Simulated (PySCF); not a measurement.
# CH₁₀FNSi₃: what the fields show

```xyz
16

C    -1.0041   -1.5596    1.1878
Si   -0.8770   -0.1352   -0.0668
F    -2.2541   -0.2378   -0.9360
Si   -0.6563    1.9749    0.8211
N     0.3145   -0.4823   -1.2789
Si    2.0206   -0.1993   -1.2784
H    -1.0974   -2.5213    0.6889
H    -1.8733   -1.4368    1.8285
H    -0.1280   -1.6043    1.8278
H    -1.7454    2.2982    1.7520
H    -0.6462    3.0498   -0.1770
H     0.5916    2.0991    1.5843
H    -0.0646   -0.8449   -2.1392
H     2.5343   -0.5978    0.0334
H     2.3063    1.2241   -1.5005
H     2.5714   -1.0179   -2.3583
```

Geometry: GFN2-xTB.

Method: PBE0/pcSseg-1, SCF density, gas phase, non-relativistic in PySCF.

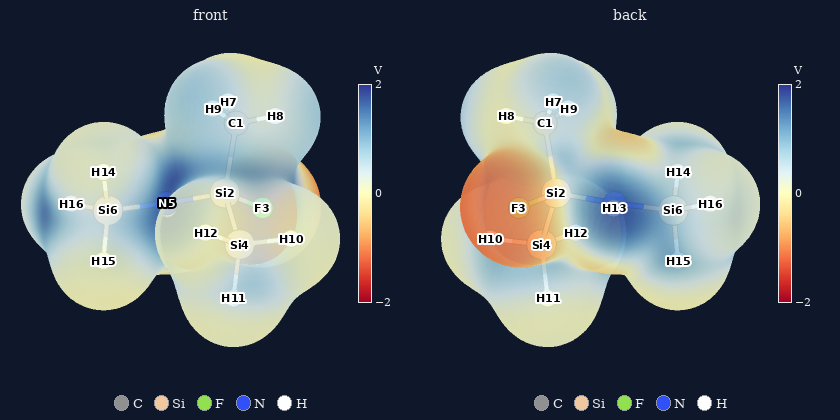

Figure 1. The electrostatic potential painted on the density surface at 0.002 e/bohr³, seen from the front and from behind; red is negative and blue positive.

**Which sites attract a positive test charge, and which a negative one?**

A positive charge is drawn to the negative regions and a negative charge to the positive ones. The most negative region (about −1.1 V) lies over F3, the most positive (about +1.7 V) over Si2, Si6 and H13.

**What dipole moment does the calculation give?**

Its dipole moment is 1.32 D.

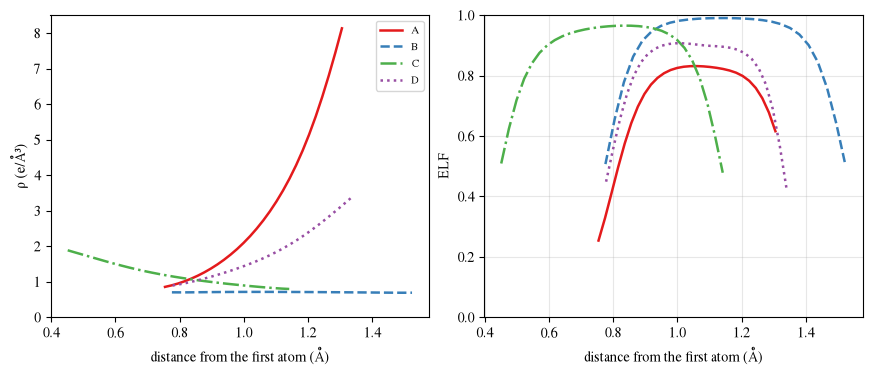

Figure 2. Total electron density and electron localisation function along straight lines between neighbouring atoms. The curves leave out the atomic cores.

**Which curve belongs to which contact (C–Si, Si–F, Si–N and Si–Si)? The first atom named is at distance zero.**

Curve A: Si–F (1.63 Å): ρ is about 1 e/Å³ halfway; the ELF peaks at about 0.85 in the valence shell of F, 0.6 Å from its nucleus, and is about 0.50 at the midpoint. Curve B: Si–Si (2.30 Å): the density is about 0.71 e/Å³ at the midpoint; the ELF peaks at about 1 between the atoms: localised, covalent bonding. Curve C: C–Si (1.90 Å): ρ is about 0.94 e/Å³ halfway; the ELF peaks at about 0.95 between the atoms: localised, covalent bonding. Curve D: Si–N (1.73 Å): ρ is about 1.1 e/Å³ halfway; the ELF peaks at about 0.90 between the atoms (a polar covalent bond).
